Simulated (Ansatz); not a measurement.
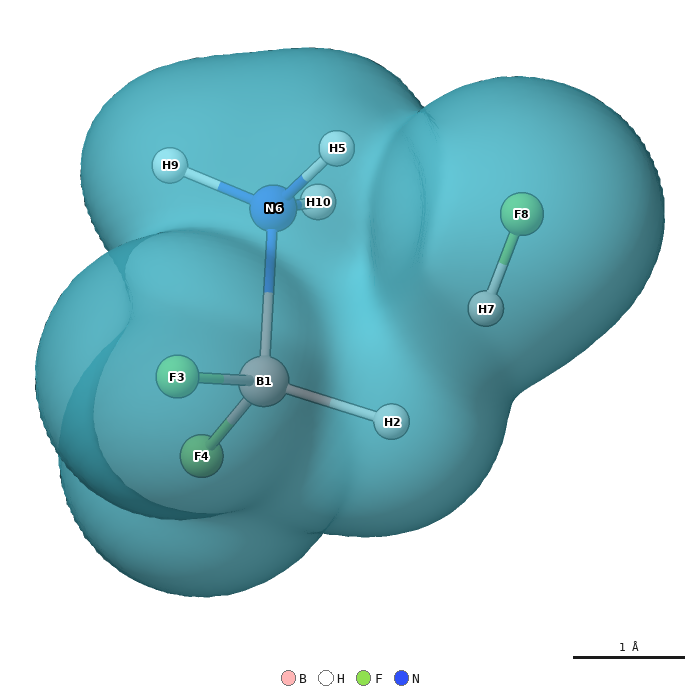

Figure 1: BF2H4N···HF. Isosurface of the total electron density at 0.05 e/Å³ (cyan), seen at a tilt.

The reactant side of a reaction path; geometry: PBE0-D4/def2-TZVP.

These are results of RKS PBE0-D4/def2-TZVPP in Ansatz, not measurements.

| atom | x (Å) | y (Å) | z (Å) |
| --- | --- | --- | --- |
| B | -0.5253 | -0.0484 | -0.8029 |
| H | 0.1362 | 0.9740 | -1.0172 |
| F | -0.0271 | -1.1615 | -1.4330 |
| F | -1.8685 | 0.1552 | -0.9955 |
| H | 0.6090 | -0.3619 | 1.0799 |
| N | -0.3728 | -0.3815 | 0.8067 |
| H | 1.5382 | 0.9822 | -0.3492 |
| F | 2.1469 | 0.8460 | 0.3544 |
| H | -0.7588 | -1.3039 | 0.9911 |
| H | -0.8778 | 0.2996 | 1.3654 |

Question: What does this surface tell about the bonding?

Answer: At this value the surface is in one piece. It bridges the sampled H···H (1.55 Å), B–F (1.37 Å), B–N (1.65 Å) and F–H (0.94 Å) contacts, where the density stays above the isovalue. On the grid the lowest density along these lines, outside the cores, is 0.21 e/Å³ (H···H, 1.55 Å), 1.3 e/Å³ (B–F, 1.37 Å), 0.8 e/Å³ (B–N, 1.65 Å) and 2.3 e/Å³ (F–H, 0.94 Å).
